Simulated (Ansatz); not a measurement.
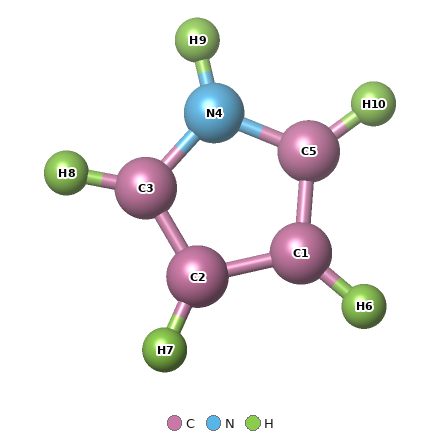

The system is C₄H₅N, SMILES c1cc[nH]c1; the picture shows the grid point nearest to the relaxed geometry. Two internal coordinates are moved rigidly from the geometry relaxed at PBE0-D4/def2-TZVP, all others fixed. Coordinates scanned: (1) bond C1–H6; (2) angle H8–C3–N4. The scan uses a 5 × 5 grid. Points are written as (first, second). All energies are given in kJ/mol relative to the lowest grid point. These are results of Ansatz 0.2.0, RKS PBE-D4/def2-TZVPP, not measurements.

Its coordinates:

```xyz
10

C     0.3846    0.5941   -0.9564
C     0.7502   -0.7244   -0.5898
C     0.0903   -1.0223    0.5746
N    -0.6554    0.0661    0.9184
C    -0.4861    1.0563   -0.0034
H     0.7286    1.1553   -1.8402
H     1.4215   -1.3818   -1.1194
H     0.0919   -1.9140    1.1802
H    -1.2419    0.1290    1.7297
H    -0.9938    2.0026    0.0907
```

Range: bond C1–H6 from 0.971 to 1.294 Å; angle H8–C3–N4 from 103.3 to 139.3°.

> What will the energy surface look like?

The lowest grid point is at (1.102 Å, 121.3°). It is the only kind of minimum in the scanned range. The highest grid point, (1.294 Å, 103.3°), lies 78.1 kJ/mol above the lowest. Round the minimum the two coordinates are nearly uncoupled.

```csv
"angle H8–C3–N4 ↓, bond C1–H6 →",0.971,1.024,1.102,1.193,1.294
139.3,53.5,33.2,26.4,41.7,75.6
130.3,33.6,13.3,6.7,22.1,56.1
121.3,26.8,6.6,0.0,15.4,49.6
112.3,33.6,13.4,6.9,22.4,56.6
103.3,54.9,34.7,28.2,43.8,78.1
```

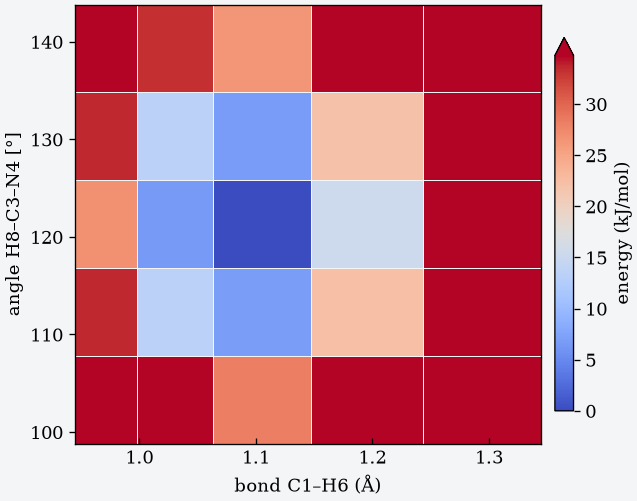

The picture shows one coloured cell a grid point, one colour for all values above the top of the scale.
